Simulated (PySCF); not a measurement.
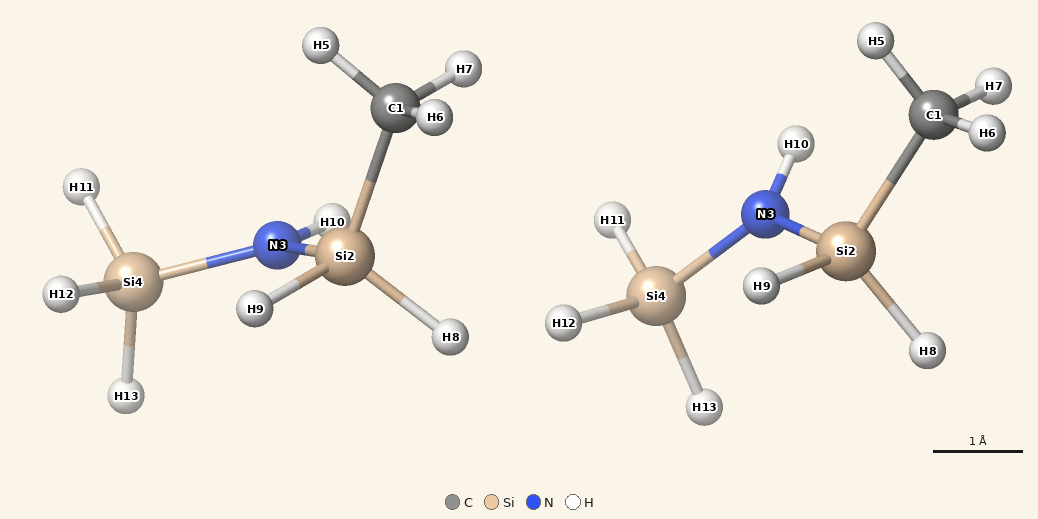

Two geometries of CH9NSi2, drawn at one scale. One is the start of a relaxation, the other its converged end. A ball-and-stick model, seen from a free direction.

Theory: PBE0-D3(BJ)/def2-SVP geometry optimisation, gas phase (PySCF 2.14.0, density-fitted response routines). 

Which geometry has the lower energy?

The left one is the relaxed one. The start comes from GFN2-xTB. H10 moves most after the best rigid fit: 1.18 Å. By element the largest moves are H 1.18 Å, N 0.55 Å, C 0.24 Å, Si 0.23 Å. Near-neighbour distances that change, for instance: Si4–H11 1.463 → 1.497 Å, Si4–H12 1.462 → 1.492 Å, Si2–H9 1.466 → 1.494 Å, Si2–H8 1.472 → 1.499 Å. Bond angles that change, for instance: C1–Si2–N3 107.1° → 112.4°, N3–Si4–H11 105.6° → 110.7°, H11–Si4–H13 110.6° → 106.9°. Groups turn about Si2–N3 by about 50°, N3–Si4 by about 40°. Over 12 geometry steps the energy falls by 0.133 eV. The largest force component goes from 0.9 to 0.02 eV/Å.
